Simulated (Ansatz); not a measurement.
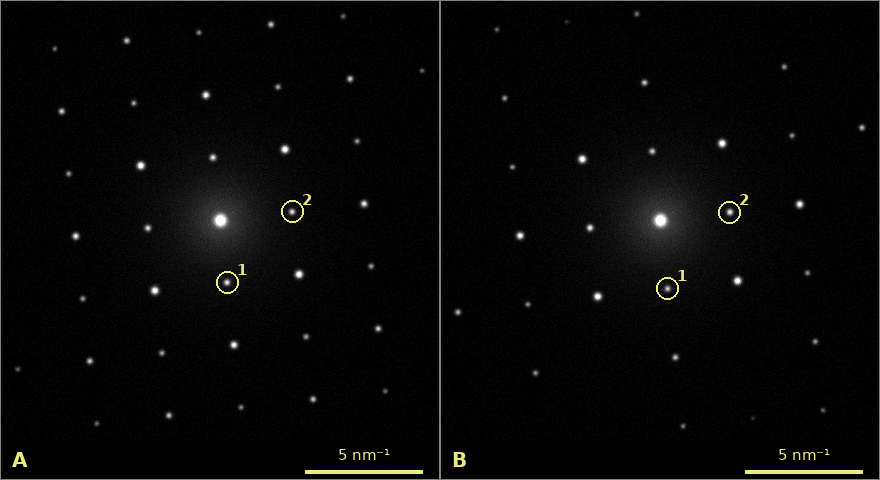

Kinematic electron diffraction patterns (120 kV, B = 0.5 Å², same scale) along [1-10] of the run's own cell, for the start and the end of one relaxation of Cd2As with DFT PBE, scalar-relativistic, plane waves, PAW (Ansatz 0.2.0). k mesh 8×8×6. The start is a generated model structure, and the relaxation ends in the nearest stationary point of its symmetry, not necessarily the ground state. Spot 1 is 0 0 -2 and spot 2 is 1 1 0 in both.

Start structure:

```yaml
crystal:
  lattice:
    - [4.66737, 0.00000, 0.00000]
    - [0.00000, 4.66737, 0.00000]
    - [0.00000, 0.00000, 6.71922]
  atoms:
    - { symbol: Cd, position: [0.00000, 0.50000, 0.20300] }
    - { symbol: Cd, position: [0.00000, 0.50000, 0.70300] }
    - { symbol: Cd, position: [0.50000, 0.00000, 0.29700] }
    - { symbol: Cd, position: [0.50000, 0.00000, 0.79700] }
    - { symbol: As, position: [0.00000, 0.00000, 0.00000] }
    - { symbol: As, position: [0.50000, 0.50000, 0.50000] }
```

Question: Which pattern belongs to the start structure, and which to the relaxed one?

Answer: B is the start: its cell gives d(1) = 3.360 Å, d(2) = 3.300 Å and an angle of 90.0°. A is the relaxed structure, with d(1) = 3.694 Å (+10.0 %), d(2) = 3.201 Å (-3.0 %) and 90.0°.

Question: Name reflections whose intensity changes strongly on relaxation.

Answer: 1 1 -4 comes into sight; 0 0 4 goes from 20 to 62 % of the strongest spot. The relaxed structure has a primitive cell 2 times smaller; the reflections that this extinguishes don't lie in this zone.

Question: What did the relaxation do to the structure and the energy?

Answer: The volume changed by +3.5 % to 25.24 Å³ an atom; with the mean shift removed, the atoms moved by up to 0.35 Å relative to the cell (Cd most); the space group went from P4_2/nmc (No. 137) to I4/mmm (No. 139); the free energy fell by 45 meV an atom. Relaxed cell: a = 4.527 Å, b = 4.527 Å, c = 7.389 Å, α = 90.00°, β = 90.00°, γ = 90.00°.
